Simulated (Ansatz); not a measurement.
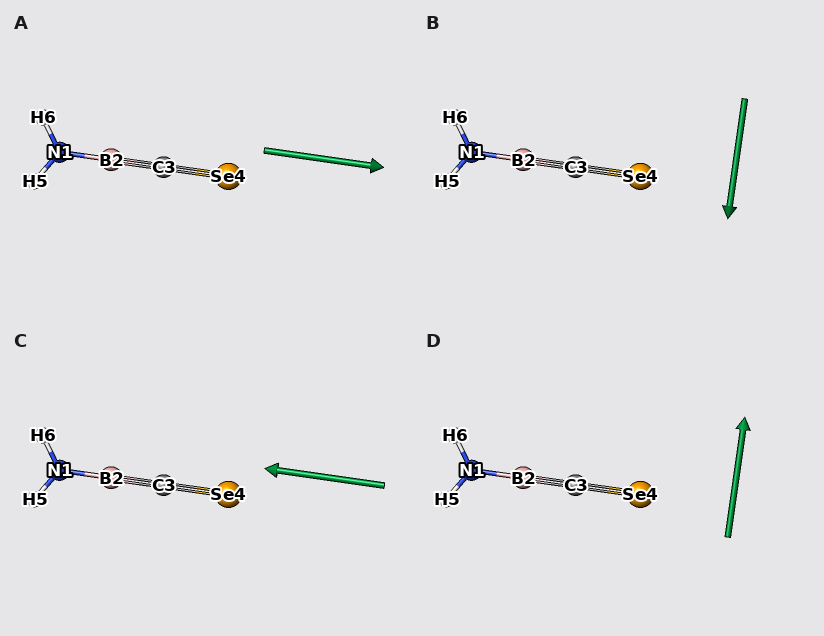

The same molecule four times, each with an arrow. The computed structure is the end point of a PBE0-D4/def2-TZVP optimisation. No frequency run is at hand to confirm it as a minimum. Method: RKS PBE0-D4/def2-TZVP (Ansatz 0.2.0).

**Which arrow points along the dipole moment, from the negative to the positive end?**

C. The dipole moment is 4.05 D; it points from the side of Se4 to the side of H5, H6 (the outermost atoms at the two ends).
